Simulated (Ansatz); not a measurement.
System: C2H7ClFHfNS.

Input file:

```
crystal:
  periodic: [false, false, false]
  atoms:
    - {symbol: C, position_ang: [0.201428, 0.806288, 1.556380]}
    - {symbol: N, position_ang: [0.205247, 0.103661, 0.295350]}
    - {symbol: C, position_ang: [0.535048, -1.301367, 0.412923]}
    - {symbol: Hf, position_ang: [-0.127695, 0.790236, -1.544138]}
    - {symbol: F, position_ang: [-0.308409, 2.678431, -1.427486]}
    - {symbol: S, position_ang: [-2.228407, -0.257691, -2.267679]}
    - {symbol: Cl, position_ang: [1.646230, 0.133878, -2.958504]}
    - {symbol: H, position_ang: [-0.537759, 0.377418, 2.245283]}
    - {symbol: H, position_ang: [1.183278, 0.751781, 2.043974]}
    - {symbol: H, position_ang: [-0.045185, 1.860051, 1.410540]}
    - {symbol: H, position_ang: [-0.193476, -1.829820, 1.041607]}
    - {symbol: H, position_ang: [1.532694, -1.444716, 0.846435]}
    - {symbol: H, position_ang: [0.534728, -1.790784, -0.568711]}
    - {symbol: H, position_ang: [-2.397723, -0.877374, -1.085984]}
basis:
  gaussian: {orbitals: def2-TZVPP}
hamiltonian: {xc: pbe0, dispersion: d4}
output: {orbitals: {seedname: orbitals}}
```

Run with:

```sh
ansatz run in.yaml --threads 2 --pin off --events-out ev --progress --plain --max-ram 22528MiB --backend cuda --devices 0, --max-vram 18GiB
```

Geometry: PBE0-D4/def2-TZVP; core potentials replace the inner electrons of Hf.

These are results of RKS PBE0-D4/def2-TZVPP (Ansatz), not measurements.

Question: Predict the electron density and electron localisation function between the atoms.

Answer: C–N (1.44 Å): ρ at the midpoint is about 2 e/Å³; the ELF peaks at about 0.90 between the atoms: localised, covalent bonding.
Hf–F (1.90 Å): the density is about 0.98 e/Å³ at the midpoint; the ELF peaks at about 0.85 in the valence shell of F, 0.5 Å from its nucleus, and drops to about 0.25 between the two atoms.
Hf–N (1.99 Å): ρ at the midpoint is about 0.92 e/Å³; the ELF peaks at about 0.90 in the valence shell of N, 0.6 Å from its nucleus, and is about 0.35 at the midpoint.
C–Hf (2.94 Å): ρ is about 0.46 e/Å³ halfway; the ELF is about 0.45 at the midpoint.

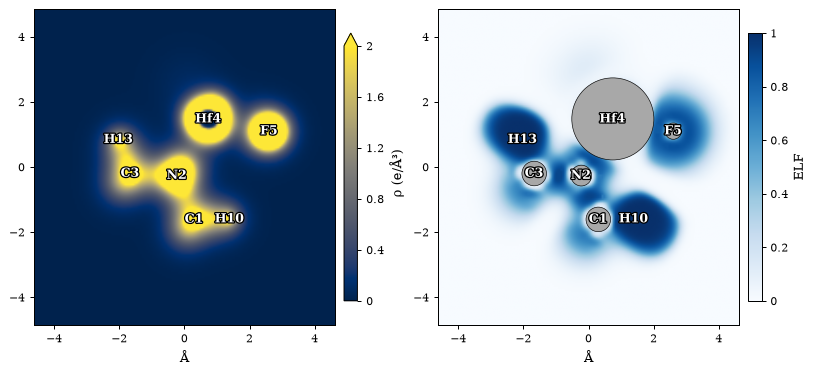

Computed electron density and electron localisation function on the plane of atoms C1, N2 and Hf4, in this order. Grey discs cover the atomic cores in the ELF map. 
